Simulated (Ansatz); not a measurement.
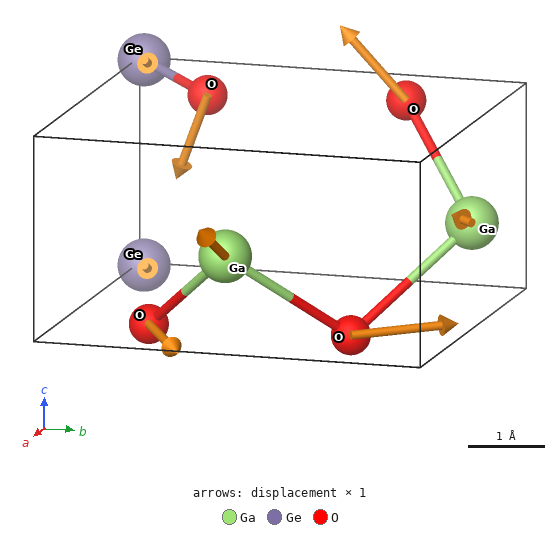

A relaxation of a crystal of Ga₂GeO₄ (built on the K2PdCl4-123 type type). The starting structure is drawn; orange arrows show the displacements (the part carried along by the change of the cell is left out), at their true length.

The picture is a ball-and-stick view of the cell of the calculation, seen slightly off an axis.

Case: shaken.

All numbers below come from Ansatz, DFT, PBEsol, plane waves, PAW.

Input file:
```yaml
crystal:
  lattice:
    - [5.3111030949, -0.0184249478, -0.0017323711]
    - [-0.0184249478, 5.2957860383, -0.0322746976]
    - [-0.0009159985, -0.0170653816, 2.7772249665]
  atoms:
    - { symbol: Ga, position: [0.4793132331, -0.0089637103, 0.5021570485] }
    - { symbol: Ga, position: [-0.0153989004, 0.4914401459, 0.4718129367] }
    - { symbol: Ge, position: [0.0141626256, 0.0148965, -0.0062928676] }
    - { symbol: O, position: [0.2380772721, 0.7546439888, -0.0241962885] }
    - { symbol: O, position: [0.2402114577, 0.2412131817, -0.0619931309] }
    - { symbol: O, position: [0.7377378192, 0.7488657479, 0.0248520145] }
    - { symbol: O, position: [0.7652385316, 0.2336705471, 0.025116413] }
kpoints:
  mp_grid: { grid: [4, 4, 6] }
hamiltonian:
  xc: pbesol
scf:
  occupations: { method: fermi_dirac, width: 0.05 }
relax:
  f_tol: 0.01
  cell: {}
  max_steps: 120
```

Command:
```bash
ansatz run input.yaml --threads 4 --pin off --max-ram 4608MiB --backend cpu --events-out ev --progress --plain --runs-dir out
```

Which element moves most?

Answer. Oxygen: up to 1.51 Å, against 0.85 Å for gallium.

What happened in the run?

Answer. The energy falls by 794 meV per atom in 47 accepted moves (56 points after the start). Largest force component: 4.6 eV/Å at the start, 0.0079 eV/Å at the end. Pressure: 6.16 GPa at the start and −0.01 GPa at the end. The line search rejected the trial steps at points 18, 28, 34, 46 of the run. At 5 points the geometry stayed and the basis and grid were re-selected for the new cell (energy shift of 46.3 meV per atom at most each time). The atom that moves furthest relative to the cell is O6 (1.51 Å along [−2 3 1]). Largest moves by element: O 1.51 Å, Ga 0.85 Å, Ge 0.43 Å. The drawn cell changes as follows: a 5.311 → 6.117 Å (+15.2 %), b 5.296 → 5.532 Å (+4.5 %), c 2.777 → 3.011 Å (+8.4 %), α 90.7° → 105.1°, β 90.0° → 100.5°, γ 90.4° → 91.2°; the volume changes by +23.5 %. Near-neighbour distances that change, for instance: Ga2–O6 2.277 → 4.590 Å, Ga1–O7 2.394 → 4.349 Å, Ga2–O6 (another image) 2.432 → 4.328 Å, Ge3–O4 1.827 → 3.248 Å. New bonds form, among them: Ge3–O5 (3.11 → 1.99 Å). Bonds break, among them: Ga1–O4 (2.23 → 3.53 Å), Ga2–O6 (2.28 → 4.59 Å), Ge3–O4 (1.83 → 3.25 Å). Among the angles between lasting bonds that change: O5–Ga1–O6 176.8° → 111.6°, Ga1–O6–Ge3 94.2° → 147.2°, Ga1–O4–Ga2 176.3° → 125.4°. The space group stays P1 (No. 1). The run took 4.2 min on 4 threads of Arm Neoverse V2, on a shared host, peak memory 0.5 GiB.
